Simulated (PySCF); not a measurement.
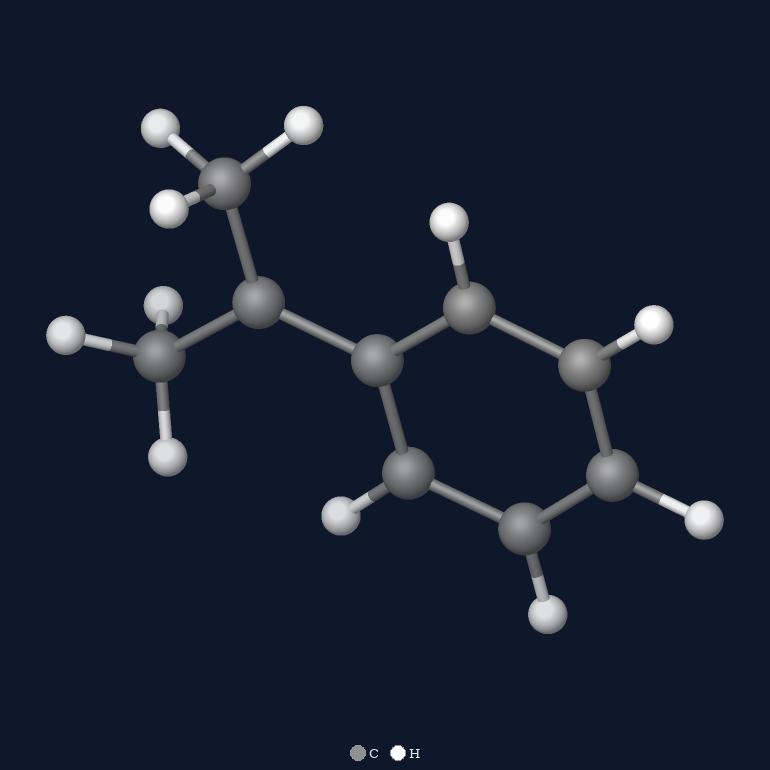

A ball-and-stick model of a molecule. Every bond is drawn as one stick, whatever its order.

State: charge +1, singlet. The geometry was computed by an optimisation with PBE0-D3(BJ)/def2-SVP. No frequency run is at hand to confirm it as a minimum.

Description:

Formula C9H11(+). As SMILES it reads `C[C+](C)c1ccccc1`. Independent rings (smallest set): 1 of 6 members, 1 of them aromatic. The point group is C2. Coordination: 2 C tetrahedral; 7 C trigonal planar.

More results for the same structure follow; atom numbers are the same in all pictures, views and colours differ.

## Ring current

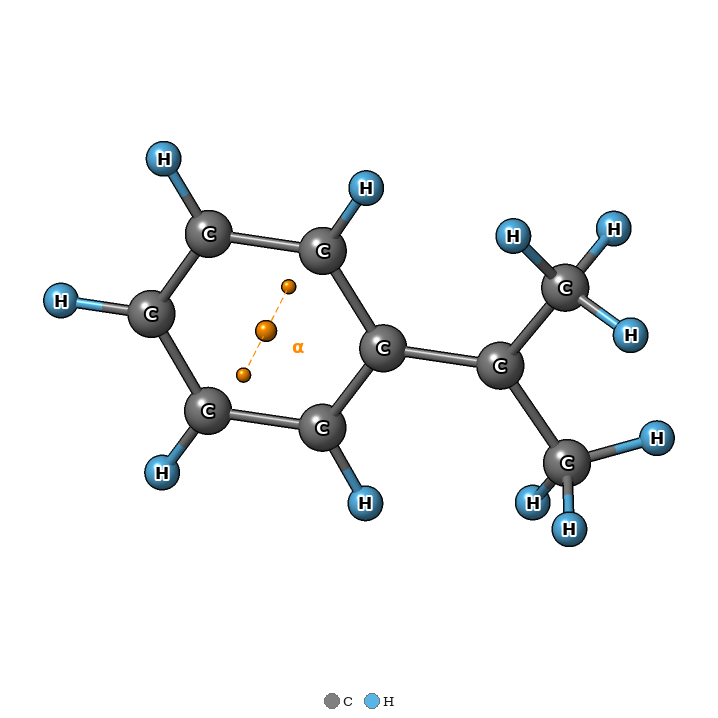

The small points mark where nucleus-independent chemical shifts (NICS) were computed: at the centre of each lettered ring and 1 Å above and below it. No frequency run is at hand to confirm it as a minimum. Method: GIAO PBE0/pcSseg-1 NMR shielding, non-relativistic, IEF-PCM chloroform (PySCF 2.14.0).

Give NICS(0), NICS(1) and the out-of-plane component NICS(1)zz for each ring (means of the two sides).

```
ring  members  NICS(0)  NICS(1)  NICS(1)zz
   α       C6     −4.2     −8.8      −20.3
```

Values in ppm.

What do the values say about the ring currents?

Answer. Ring α: diatropic, as in an aromatic ring. NICS is one index among several.

## Electronic properties

No frequency run is at hand to confirm it as a minimum. Properties computed with CAM-B3LYP/def2-SVPD in water (IEF-PCM) (PySCF 2.14.0). Excitations: vertical, linear response.

Predict the main results.

- HOMO energy (Kohn–Sham orbital): −9.48 eV
- LUMO energy (Kohn–Sham orbital): −2.93 eV
- HOMO–LUMO gap: 6.54 eV
- mean static polarisability: 155.9 bohr³
- lowest vertical singlet excitation: 3.64 eV
- its oscillator strength: 0.038
- brightest of the 6 lowest singlets: 4.31 eV
- its oscillator strength: 0.59

## NMR shielding

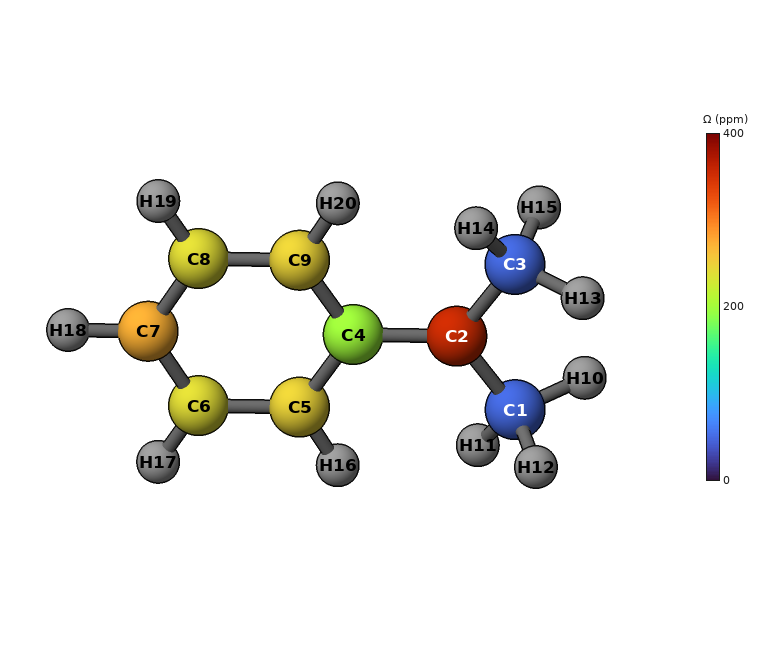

The C atoms are coloured by the span of their shielding tensor. No frequency run is at hand to confirm it as a minimum. Properties computed with GIAO PBE0/pcSseg-1 NMR shielding, non-relativistic, IEF-PCM chloroform (PySCF 2.14.0). Principal shieldings σ11 ≤ σ22 ≤ σ33, span Ω = σ33 − σ11, skew κ = 3(σiso − σ22)/Ω.

Which C atom has the most anisotropic shielding?

Answer. C2, with a span of 352 ppm.

Give the shielding tensors of the C atoms.

```json
{"atom": "C1, C3", "σ11": "119.8", "σ22": "157.8", "σ33": "170.5", "σiso": "149.4", "Ω": "50.6", "κ": "−0.50"}
{"atom": "C2", "σ11": "−200.6", "σ22": "−175.5", "σ33": "151.0", "σiso": "−75.0", "Ω": "351.6", "κ": "0.86"}
{"atom": "C4", "σ11": "−24.9", "σ22": "−18.6", "σ33": "175.1", "σiso": "43.9", "Ω": "199.9", "κ": "0.94"}
{"atom": "C5, C9", "σ11": "−72.5", "σ22": "5.1", "σ33": "175.8", "σiso": "36.1", "Ω": "248.3", "κ": "0.38"}
{"atom": "C6, C8", "σ11": "−63.4", "σ22": "25.6", "σ33": "176.5", "σiso": "46.2", "Ω": "239.9", "κ": "0.26"}
{"atom": "C7", "σ11": "−96.5", "σ22": "−18.5", "σ33": "175.5", "σiso": "20.1", "Ω": "272.0", "κ": "0.43"}
```

Shieldings and span in ppm.

## Charges

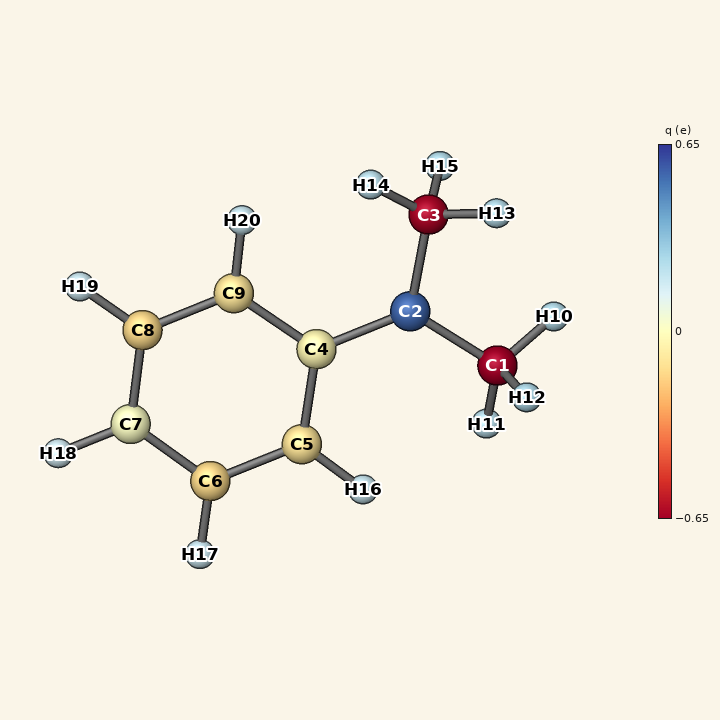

Atoms are coloured by their ESP-fitted charges. No frequency run is at hand to confirm it as a minimum. Method: PBE0/pcSseg-1 in chloroform (IEF-PCM) (PySCF 2.14.0).

Give the ESP-fitted charges atom by atom.

```csv
atom,value (e)
C1,−0.65
C2,0.55
C3,−0.63
C4,−0.04
C5,−0.10
C6,−0.14
C7,0.01
C8,−0.14
C9,−0.10
H10,0.23
H11,0.22
H12,0.24
H13,0.23
H14,0.21
H15,0.24
H16,0.18
H17,0.17
H18,0.16
H19,0.18
H20,0.18
```
